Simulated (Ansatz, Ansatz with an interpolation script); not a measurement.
## NH4Br (P4/nmm): quasiparticle bands by Wannier interpolation

Aim: the G0W0 bands of NH4Br (P4/nmm) along the symmetry lines, with the gap off the mesh.

Method: LDA, Wannier functions and G0W0, plane waves, PAW, in Ansatz 0.2.0.

## (1) The starting structure

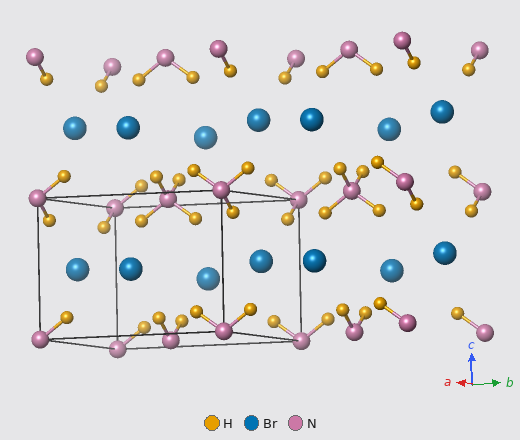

The starting structure, seen slightly off an axis (hydrogen orange, bromine blue, nitrogen pink). 1×2×2 cells are drawn. Some periodic images of atoms are drawn too.

The cell and positions come from the Crystallography Open Database and are kept as given unless a step says otherwise.

## (2) LDA bands

Levels along a band path, at the cheap level, show where the edges lie and whether the meshes to come will hold them.

This step: DFT, LDA, plane waves, PAW; PAW set soft_1.

Input file input.yaml:

```yaml
crystal:
  lattice:
    - [5.826, 0.0, 0.0]
    - [0.0, 5.826, 0.0]
    - [0.0, 0.0, 4.136]
  atoms:
    - { symbol: H, position: [0.0, 0.147, 0.147] }
    - { symbol: H, position: [0.353, 0.5, 0.147] }
    - { symbol: H, position: [0.0, 0.853, 0.147] }
    - { symbol: H, position: [0.647, 0.5, 0.147] }
    - { symbol: H, position: [0.5, 0.353, 0.853] }
    - { symbol: H, position: [0.853, 0.0, 0.853] }
    - { symbol: H, position: [0.5, 0.647, 0.853] }
    - { symbol: H, position: [0.147, 0.0, 0.853] }
    - { symbol: Br, position: [0.0, 0.5, 0.47] }
    - { symbol: Br, position: [0.5, 0.0, 0.53] }
    - { symbol: "N", position: [0.0, 0.0, 0.0] }
    - { symbol: "N", position: [0.5, 0.5, 0.0] }
kpoints:
  mp_grid: { grid: [4, 4, 4] }
  band_path:
    path:
      - [[0.0, 0.0, 0.0], [0.0, 0.5, 0.0], [0.5, 0.5, 0.0], [0.0, 0.0, 0.0], [0.0, 0.0, 0.5], [0.0, 0.5, 0.5], [0.5, 0.5, 0.5], [0.0, 0.0, 0.5]]
      - [[0.0, 0.5, 0.0], [0.0, 0.5, 0.5]]
      - [[0.5, 0.5, 0.0], [0.5, 0.5, 0.5]]
    npoints: 10
hamiltonian:
  xc: lda
  pseudopotentials: { kind: paw, azcp: { folder: soft_1 }, xc_functional: pbe }
scf:
  occupations: { method: fermi_dirac, width: 0.02 }
  n_extra_bands: 74
output:
  eigenvalues: true
  forces: true
  stress: true
  fatbands: true
  write_density: true
  write_potential: true
  elf: true
  volumetric_format: npy
```

Command:

```
ansatz run input.yaml --threads 2 --pin off --max-ram 92160MiB --backend cuda --events-out ev --progress --plain --runs-dir out --devices 1 --max-vram 13GiB
```

Numbers of over 12 decimals in the logs are rounded to 6 here.

The program printed:

```text
scf.n_extra_bands = 74 over 16 filled bands (N_el = 32.0): the run solves 90 bands
GPUs: using 1 of 1 available (devices: 1).
Engine: ansatz 0.2.0, x86_64-unknown-linux-gnu
Pseudopotentials: kind: paw
Pseudopotential: H, paw, valence charge 1, recommended cutoff 420 eV (normal), soft_1/H.paw.azcp
Pseudopotential: Br, paw, valence charge 7, recommended cutoff 420 eV (normal), soft_1/Br.paw.azcp
Pseudopotential: N, paw, valence charge 5, recommended cutoff 420 eV (normal), soft_1/N.paw.azcp
Functional definition: SPW92
  exchange = slater_x
  correlation = pw_c
device memory: the entry about to start is reckoned to put 3.0 GiB on a device that reports 63.5 GiB free (of which the cap on the GPU budget leaves the run 13.0 GiB)
GPU FFT provider: cuFFT
GPU libraries: cuBLAS 13.8.2, cuFFT 12.4.0, cuSOLVER 12.3.4
Crystal: 12 atoms, lattice volume = 140.385 Å³
Basis set: ecut = 420 eV, 2729 PW (Γ)
Bands: 90, of which v1, the nominal top of the filled ones, is band 16 counted from 1 (15 counted from 0)
Symmetry: 16 space group operations
Space group: P4/nmm (ITA 129), of the structure as read, at distance tolerance 5.2e-5 Å
k-points: 18 of 64
Non-local potential: H, projectors of the file, l = 0: 2, l = 1: 1
Non-local potential: Br, projectors of the file, l = 0: 2, l = 1: 2, l = 2: 2
Non-local potential: N, projectors of the file, l = 0: 2, l = 1: 2, l = 2: 1
PAW form: soft (Blöchl's): semilocal exchange-correlation on the pseudo side does not see the compensation charge
PAW frozen core: Br, regenerated for the run's functional, and the local potential with it (the file was generated under x = pbe(κ = 0.804, μ = 0.219515), c = pbe(β = 0.066725))
PAW frozen core: N, regenerated for the run's functional, and the local potential with it (the file was generated under x = pbe(κ = 0.804, μ = 0.219515), c = pbe(β = 0.066725))
PAW one-centre angular grid: H, 110 points (default); XC on 64 Gauss nodes
PAW one-centre angular grid: Br, 110 points (default); XC on 64 Gauss nodes
PAW one-centre angular grid: N, 110 points (default); XC on 64 Gauss nodes
Initial density: superposition of atomic densities (chi_scale 0.1, normalization cell), built separately for each of the 4 bonded fragments (scf.initial_density.interfragment_charge_transfer: auto; true builds it for the cell as a whole; a typed value also counts as a typed key of the start: scf.initial_density.chi_scale says what that changes, if anything)
Initial wavefunctions: pseudopotential atomic-orbital guess
GPU buffer pool allocated for 48000 grid points (all kernels)
GPU transforms: local potential and band sums: pruned to the plane-wave sphere, on 40×40×27
Functional: x = slater, c = lda
SCF iter   1: F=—  HF=-6269.891138 eV  |F-HF|=—  |Δ(HF+E_count)|=         —  Δρ=8.14e-2  dr2=8.46e0  ethr=3.10e-3  ⟨swp⟩=4.3  Hψ=6730  notcnv=0  defer=735
preconditioner: auto → Resta (q_TF=auto, 2.132 Å⁻¹)  ε∞=1.4  [insulator: Δε(μ)=4.166 eV  Ē_g=27.546 eV  σ=0.020 eV  W_gap=1.00  n_scr=18 (ndim 8)  ℏωp=16.6 eV  f_vac=0.000  D(μ)=0.00/eV (n_scr^D=0)  ε∞_Penn≈1.4]
SCF iter   2: F=—  HF=-6267.590718 eV  |F-HF|=—  |Δ(HF+E_count)|=    2.30e0  Δρ=3.49e-2  dr2=1.49e0  ethr=3.10e-3  ⟨swp⟩=2.9  Hψ=2166  notcnv=0  defer=1222
SCF iter   3: F=—  HF=-6267.141899 eV  |F-HF|=—  |Δ(HF+E_count)|=   4.49e-1  Δρ=4.16e-3  dr2=1.58e-2  ethr=3.10e-3  ⟨swp⟩=2.1  Hψ=776  notcnv=0  defer=1222
SCF iter   4: F=—  HF=-6267.140877 eV  |F-HF|=—  |Δ(HF+E_count)|=   1.02e-3  Δρ=4.76e-4  dr2=3.08e-4  ethr=4.93e-5  ⟨swp⟩=2.1  Hψ=2044  notcnv=0  defer=1226
SCF iter   5: F=—  HF=-6267.140874 eV  |F-HF|=—  |Δ(HF+E_count)|=   3.50e-6  Δρ=1.11e-4  dr2=1.57e-5  ethr=9.62e-7  ⟨swp⟩=2.7  Hψ=658  notcnv=0  defer=1226
SCF iter   6: F=—  HF=-6267.140866 eV  |F-HF|=—  |Δ(HF+E_count)|=   8.28e-6  Δρ=2.08e-5  dr2=4.23e-7  ethr=4.89e-8  ⟨swp⟩=2.0  Hψ=644  notcnv=0  defer=1226
SCF iter   7: F=-6267.140865 eV  HF=-6267.140866 eV  |F-HF|=2.85e-9  |Δ(HF+E_count)|=   1.51e-7  Δρ=3.61e-6  dr2=1.41e-8  ethr=3.13e-10  ⟨swp⟩=18.9  Hψ=13881  notcnv=0
SCF 1 converged in 7 iterations: F = -6267.140865 eV  dr2 = 1.41e-8
[...]
device memory: the entry about to start is reckoned to put 2.7 GiB on a device that reports 60.9 GiB free (of which the cap on the GPU budget leaves the run 13.0 GiB)
NSCF: frozen V_eff on 93 k-points
SCF converged after 7 iterations
Free energy (F): -6267.140865 eV
Harris-Foulkes:  -6267.140866 eV  (|F-HF|=2.85e-9)
Internal energy: -6267.140865 eV  (E = F + TS)
E sigma→0 (E₀):  -6267.140865 eV
Fermi energy:    2.080507 eV
--- Per-component energies (eV) ---
  E_band       = -209.811007
  E_kinetic    = 624.867770
  E_local      = -1261.084519  (includes V_loc(G=0)·N_el)
  E_nonlocal   = 184.042660
  E_hartree    = 379.491124
  E_xc         = -572.332215
  E_vxc        = -454.048578  (∫ρ·V_xc dr)
  E_paw        = -4696.896174  (= ΣΔE_a)
  E_vpaw       = -62.566119  (= ΣTr[D̂ρ^β])
  E_aug_tail   = -0.005489  (compensation charges beyond the density's cutoff)
  E_ewald      = -925.797133
  E_core_change = 0.573111  (= ΣΔE_core)
  E_smearing   = -0.000000  (= −TS)
  E_closure    = -0.000000  (closes the sum)
  Σ components = -6267.140865   (vs F -6267.140865, Δ=0.00e0)
--- Forces (eV/Å), atoms counted from 1 ---
  atom   1  H      0.00000000     0.03624866    -0.02900419
  atom   2  H     -0.03624866     0.00000000    -0.02900419
  atom   3  H      0.00000000    -0.03624866    -0.02900419
  atom   4  H      0.03624866     0.00000000    -0.02900419
  atom   5  H      0.00000000    -0.03624866     0.02900419
  atom   6  H     -0.03624866     0.00000000     0.02900419
  atom   7  H      0.00000000     0.03624866     0.02900419
  atom   8  H      0.03624866     0.00000000     0.02900419
  atom   9  Br     0.00000000     0.00000000    -0.30431404
  atom  10  Br     0.00000000     0.00000000     0.30431404
  atom  11  N      0.00000000     0.00000000     0.00000000
  atom  12  N      0.00000000     0.00000000     0.00000000
  max |Σ_I F_I| component: 1.39e-17 eV/Å
--- Stress (GPa, compression-positive) ---
       -2.966558       0.000000       0.000000
        0.000000      -2.966558       0.000000
        0.000000       0.000000      -2.849616
  P = ⅓ Tr σ = -2.9276 GPa (-29.276 kbar)
--- Band table (eV; the first three rows and the last of 18) ---
  k-point 0: bands = [... 12 lower, 0.0987, 0.0987, 0.1414, 0.1935, 3.9485, 5.4532, 6.6093, 6.9562, ... 70 higher]
  k-point 1: bands = [... 12 lower, -0.7734, -0.4721, 0.0621, 0.0621, 5.1023, 6.2794, 7.4910, 7.8951, ... 70 higher]
  k-point 2: bands = [... 12 lower, -1.0532, -1.0300, 0.0200, 0.0200, 6.6700, 7.5890, 7.6418, 7.7823, ... 70 higher]
  k-point 17: bands = [... 12 lower, -0.6942, -0.6942, 0.1230, 0.1230, 5.6838, 5.6838, 6.4142, 6.4142, ... 70 higher]
```

Elapsed: 13 s, on 1 × NVIDIA H100 80GB HBM3 (shared by 6 runs) with 2 threads of AMD EPYC 7R13 (Zen 3), shared host; peak memory 1 GiB; 10 s of CPU time.

This step gave:

```
pressure             : -2.928 GPa
filled bands         : 16
gap                  : 3.755 eV
valence top at       : Γ
conduction bottom at : Γ
least direct gap     : 3.755 eV
```

The gap is direct, at Γ.

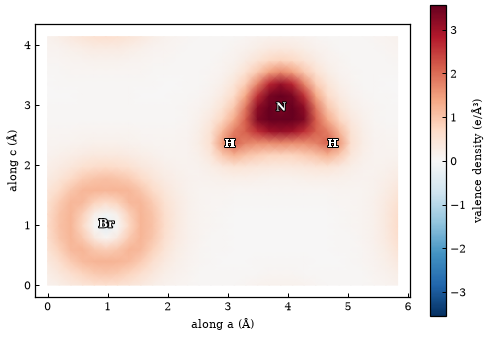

Valence density in the ac plane at fractional y = 0.000, with atoms of H and Br and N within 0.2 Å of it. It is the smooth field of the valence electrons, not physical close to the nuclei. The map starts off the cell's origin, so that atoms lie inside it.

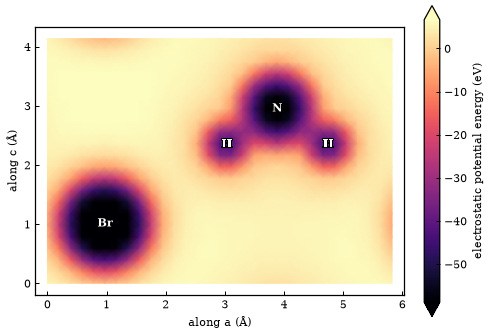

Electrostatic potential energy in the ac plane at fractional y = 0.000, with atoms of H and Br and N within 0.2 Å of it. With pseudopotentials it is smooth inside the atoms' cores, unlike the true potential. The map starts off the cell's origin, so that atoms lie inside it.

## (3) Wannier functions (Br:4p H:1s N:2p) on 8×8×8

Localised functions give a small Hamiltonian that interpolates between mesh points at no cost.

This step: maximally localised Wannier functions, LDA, plane waves, PAW; PAW set soft_1.

input.yaml, the sections that differ from step 2:

```yaml
kpoints:
  mp_grid: { grid: [4, 4, 4] }
scf:
  occupations: { method: fixed }
  n_extra_bands: 74
output:
  wannier:
    kmesh: [8, 8, 8]
    projections:
      - { species: Br, l: p, shell: 4 }
      - { species: H, l: s, shell: 1 }
      - { species: "N", l: p, shell: 2 }
    minimise: true
    write_hr: true
    seedname: w
    conv_tol: 1.0e-06
    max_iter: 20000
    stability_check: false
    disentanglement:
      window: [-7.5, 12.91]
      frozen_window: [-7.5, 6.95]
      conv_tol: 1.0e-08
# crystal, hamiltonian: as in step 2
```

The program printed:

```text
[...]
GPUs: using 1 of 1 available (devices: 1).
[...]
GPU FFT provider: cuFFT
GPU libraries: cuBLAS 13.8.2, cuFFT 12.4.0, cuSOLVER 12.3.4
Crystal: 12 atoms, lattice volume = 140.385 Å³
Basis set: ecut = 420 eV, 2729 PW (Γ)
Bands: 90, of which v1, the nominal top of the filled ones, is band 16 counted from 1 (15 counted from 0)
Symmetry: 16 space group operations
[...]
k-points: 18 of 64
[...]
GPU buffer pool allocated for 48000 grid points (all kernels)
[...]
SCF iter   1: F=—  HF=-6269.891138 eV  |F-HF|=—  |Δ(HF+E_count)|=         —  Δρ=8.14e-2  dr2=8.46e0  ethr=3.10e-3  ⟨swp⟩=4.0  Hψ=5385  notcnv=0  defer=1232
[...]
SCF iter   8: F=-6267.140865 eV  HF=-6267.140866 eV  |F-HF|=8.86e-9  |Δ(HF+E_count)|=   1.22e-8  Δρ=4.12e-6  dr2=1.65e-8  ethr=3.13e-10  ⟨swp⟩=11.6  Hψ=12623  notcnv=0
SCF 1 converged in 8 iterations: F = -6267.140865 eV  dr2 = 1.65e-8
[...]
NSCF: frozen V_eff on 18 k-points
the band table was solved once the SCF had ended and its energy, with any forces and stress, was formed, with the checks that follow a solve (6266 applications of the Hamiltonian). They found nothing against the state; the energy, forces and stress were not computed again (output.eigenvalues in the input reference)
[...]
the Wannier pass solved 79 of the 512 points of its mesh, and has the states at the others by symmetry: states obtained by the crystal's operations at points that were solved too leave a residual of 3.05e-13 eV (read by the count's bands and the next), within 6.67e-6 eV
SCF converged after 8 iterations
Free energy (F): -6267.140865 eV
[...]
Internal energy: -6267.140865 eV  (E = F + TS)
E sigma→0 (E₀):  -6267.140865 eV
Fermi energy:    0.193550 eV
[...]
--- Band table (eV; the first three rows and the last of 18) ---
  k-point 0: bands = [... 12 lower, 0.0987, 0.0987, 0.1414, 0.1935, 3.9485, 5.4532, 6.6093, 6.9563, ... 70 higher]
  k-point 1: bands = [... 12 lower, -0.7734, -0.4721, 0.0621, 0.0621, 5.1023, 6.2794, 7.4911, 7.8951, ... 70 higher]
  k-point 2: bands = [... 12 lower, -1.0532, -1.0300, 0.0200, 0.0200, 6.6700, 7.5890, 7.6418, 7.7823, ... 70 higher]
  k-point 17: bands = [... 12 lower, -0.6942, -0.6942, 0.1230, 0.1230, 5.6838, 5.6838, 6.4142, 6.4142, ... 70 higher]
Wannier search: line search 1 of at most 20000: gauge-dependent spread (as the search counts it) 5.1215598 Å², largest recent change 8.7e-1 Å² against conv_tol 1.0e-6 Å², 0 stops escaped
[...]
```

Elapsed: 18 s, on 1 × NVIDIA H100 80GB HBM3 (shared by 6 runs) with 2 threads; peak memory 1.4 GiB.

w.win, one line in 2:

```text
! ansatz wannier90 interface
! states of the run's bands (counted from 1): 1-36
num_wann  = 20
conv_tol = 1e-6
dis_win_min = -7.5
dis_froz_min = -7.5
dis_num_iter = 10000
guiding_centres = true

Ang
                      0.0                    5.826                      0.0
end unit_cell_cart
begin atoms_frac
H                      0.353                      0.5                    0.147
H                      0.647                      0.5                    0.147
H                      0.853                      0.0                    0.853
H                      0.147                      0.0                    0.853
Br                       0.5                      0.0                     0.53
N                        0.5                      0.5                      0.0
```

This step gave:

```
gauge-invariant spread     : 39.44 Å²
diagonal spread            : 0.02527 Å²
off-diagonal spread        : 1.779 Å²
total spread               : 41.24 Å²
least projectability       : 0.1473
localisation steps         : 118
disentanglement steps      : 278
r.m.s. interpolation error : 0.002078 eV
r.m.s. error near the gap  : 0.002746 eV
```

Near the gap the model misses directly solved bands by 2.7 meV r.m.s. and by 57 meV at most in the window tested. This tests the starting bands, not the corrections carried with them.

Wannier functions, by row:

```csv
function,x (Å),y (Å),z (Å),spread (Å²),nearest atom,distance (Å)
1,0,2.913,2.128,2.176,Br9,0.184
2,0,2.913,2.04,1.604,Br9,0.096
3,0,2.913,2.04,1.604,Br9,0.096
4,2.913,0,2.008,2.176,Br10,0.184
5,2.913,0,2.096,1.604,Br10,0.096
6,2.913,0,2.096,1.604,Br10,0.096
7,0,1.266,0.98,3.005,H1,0.554
8,1.647,2.913,0.98,3.005,H2,0.554
9,0,4.56,0.98,3.005,H3,0.554
10,4.179,2.913,0.98,3.005,H4,0.554
11,2.913,1.647,3.156,3.005,H5,0.554
12,4.56,0,3.156,3.005,H6,0.554
13,2.913,4.179,3.156,3.005,H7,0.554
14,1.266,0,3.156,3.005,H8,0.554
15,0,0,0,1.027,N11,0
16,0,0,-0.072,1.094,N11,0.072
17,0,0,0.072,1.094,N11,0.072
18,2.913,2.913,0,1.027,N12,0
19,2.913,2.913,0.072,1.094,N12,0.072
20,2.913,2.913,-0.072,1.094,N12,0.072
```

Frozen up to 6.75 eV; above it the model need not follow the bands. Electronic bands along the path, in eV, zero at the valence-band top:

```csv
point,band 13,band 14,band 15,band 16,band 17,band 18,band 19,band 20
Γ,-0.09,-0.09,-0.05,0.00,3.75,5.26,6.42,7.92
X,-0.57,-0.57,-0.08,-0.08,5.55,5.55,8.20,8.20
M,-0.19,-0.19,-0.14,-0.14,6.57,6.57,7.51,7.51
Γ,-0.09,-0.09,-0.05,0.00,3.75,5.26,6.42,7.92
Z,-1.25,-1.22,-0.17,-0.17,6.48,7.45,7.59,8.10
R,-0.76,-0.76,-0.52,-0.52,6.34,6.34,7.34,7.34
A,-0.89,-0.89,-0.07,-0.07,5.49,5.49,6.22,6.22
Z,-1.25,-1.22,-0.17,-0.17,6.48,7.45,7.59,8.10
jump to X,-0.57,-0.57,-0.08,-0.08,5.55,5.55,8.20,8.20
R,-0.76,-0.76,-0.52,-0.52,6.34,6.34,7.34,7.34
jump to M,-0.19,-0.19,-0.14,-0.14,6.57,6.57,7.51,7.51
A,-0.89,-0.89,-0.07,-0.07,5.49,5.49,6.22,6.22
```

The same for Kohn-Sham, solved directly:

```csv
point,band 13,band 14,band 15,band 16,band 17,band 18,band 19,band 20
Γ,-0.09,-0.09,-0.05,0.00,3.75,5.26,6.42,6.76
X,-0.57,-0.57,-0.08,-0.08,5.55,5.55,7.39,7.39
M,-0.19,-0.19,-0.14,-0.14,6.57,6.57,7.49,7.49
Γ,-0.09,-0.09,-0.05,0.00,3.75,5.26,6.42,6.76
Z,-1.25,-1.22,-0.17,-0.17,6.48,7.40,7.45,7.59
R,-0.76,-0.76,-0.52,-0.52,6.34,6.34,7.26,7.26
A,-0.89,-0.89,-0.07,-0.07,5.49,5.49,6.22,6.22
Z,-1.25,-1.22,-0.17,-0.17,6.48,7.40,7.45,7.59
X,-0.57,-0.57,-0.08,-0.08,5.55,5.55,7.39,7.39
R,-0.76,-0.76,-0.52,-0.52,6.34,6.34,7.26,7.26
M,-0.19,-0.19,-0.14,-0.14,6.57,6.57,7.49,7.49
A,-0.89,-0.89,-0.07,-0.07,5.49,5.49,6.22,6.22
```

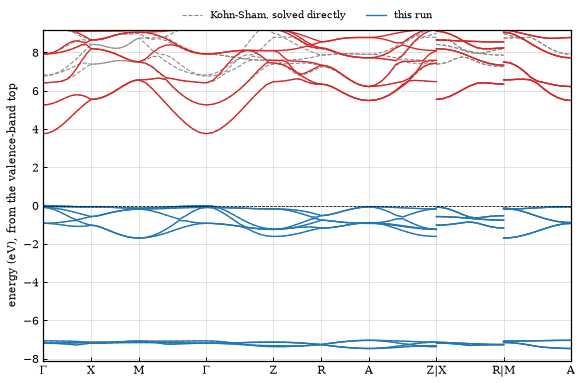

Electronic bands along the path; lines of filled and empty bands in two colours; dashed: Kohn-Sham, solved directly.

(Part 1 of 3 ends here.)

[Paths, hosts, dates, memory and timing lines, banners, echoed tables and standing remarks are left out of the program output.]

[Logs are printed without paths, hosts, clocks, repeated set-up lines and the standing remarks that a program may print on its own settings, such as how far it seeks lower states.]

[Runs of the session that timed out or met a known fault of the program may be left out.]

[Hosts, paths, dates, database ids (printed as entryN), source tags and the programs' standing remarks are cut or masked in the printed files.]
